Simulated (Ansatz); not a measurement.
**C$_{2}$H$_{9}$BFNSi (SMILES BC(N)(F)C[SiH3]): density, localisation and related maps**

Input file:

```
crystal:
  periodic: [false, false, false]
  atoms:
    - { symbol: B, position_ang: [1.03, -1.4431, -1.321] }
    - { symbol: C, position_ang: [0.2611, -0.7025, -0.077] }
    - { symbol: "N", position_ang: [1.224, -0.3305, 0.9257] }
    - { symbol: F, position_ang: [-0.5448, -1.6079, 0.4624] }
    - { symbol: C, position_ang: [-0.5148, 0.5381, -0.5527] }
    - { symbol: Si, position_ang: [-1.4697, 1.3737, 0.8665] }
    - { symbol: H, position_ang: [1.6367, -2.3842, -1.1726] }
    - { symbol: H, position_ang: [0.9319, -0.9191, -2.4241] }
    - { symbol: H, position_ang: [1.7412, -1.1798, 1.3235] }
    - { symbol: H, position_ang: [1.987, 0.2912, 0.5393] }
    - { symbol: H, position_ang: [-1.2652, 0.2642, -1.296] }
    - { symbol: H, position_ang: [0.1961, 1.3085, -0.9475] }
    - { symbol: H, position_ang: [-2.2501, 2.5486, 0.3316] }
    - { symbol: H, position_ang: [-2.4509, 0.4082, 1.4551] }
    - { symbol: H, position_ang: [-0.5345, 1.784, 1.9161] }
basis:
  gaussian: { orbitals: "6-31G*" }
hamiltonian:
  xc: hf
relax:
  f_tol: 0.015
  max_steps: 40
output:
  orbitals: {}
```

Command:

```sh
ansatz run input.yaml --threads 2 --pin off --max-ram 3072MiB --backend cpu --events-out ev --progress --plain --runs-dir out
```

The fields are those of the relaxed geometry.

Computed with RHF/6-31G* (Ansatz).

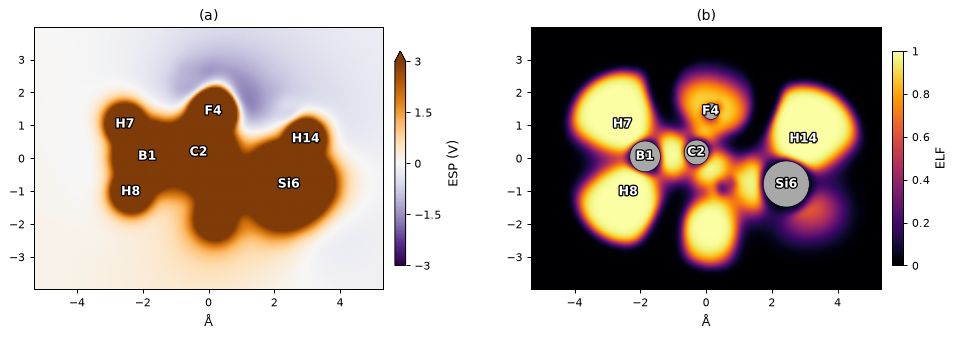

Figure 1. (a) electrostatic potential; (b) ELF on the plane of atoms H7, B1 and H8. Grey discs cover the atomic cores in the ELF map.

> What do the fields say about this system?

- The plane passes through B, C, F, Si and H nuclei.
- C–F (1.38 Å): the ELF peaks at about 0.85 between the atoms, as expected for a shared but strongly polarised pair.
- C–B (1.58 Å): the ELF peaks at about 1 between the atoms, as expected for a covalent bond.
- The ELF also peaks beside F4, away from the bonds: lone-pair regions.
- Outside the dense part of the molecule the potential is most negative (−1.6 V) near F4.

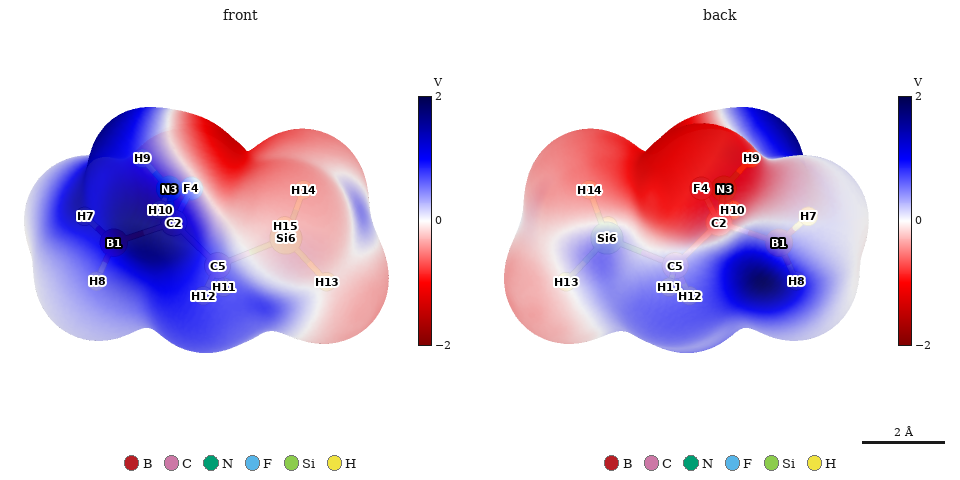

Figure 2. The molecular electrostatic potential painted on the density surface at 0.001 e/bohr³, seen from the front and from behind; red is negative and blue positive.

> Which sites attract a positive test charge, and which a negative one?

A positive charge is drawn to the negative regions and a negative charge to the positive ones. The most negative region (about −1.3 V) lies over N3 and F4, the most positive (about +1.8 V) over B1 and H10.

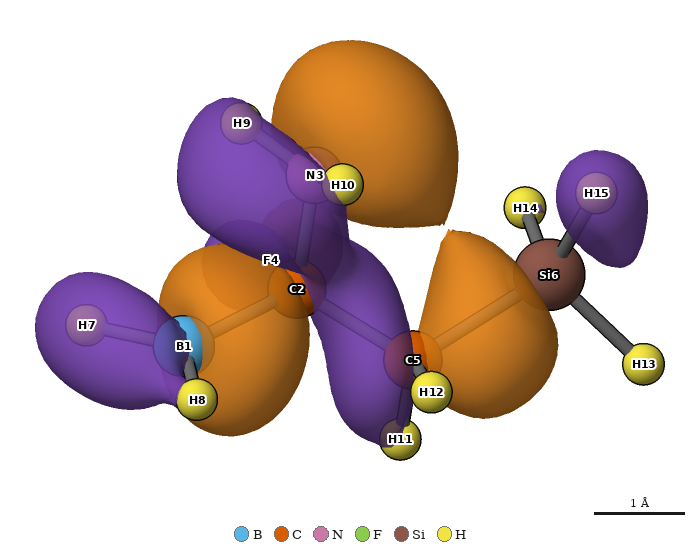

Figure 3. The HOMO at ±0.08 Å⁻³ᐟ² (orange and purple are the two phases), seen at a tilt.

> Describe this orbital and give its energy.

By Hirshfeld shares it lies mainly on N3 (about 40 %), C2 (about 20 %), B1 (about 15 %), C5 (about 10 %) and Si6 (about 5 %). Its energy is −10.52 eV.
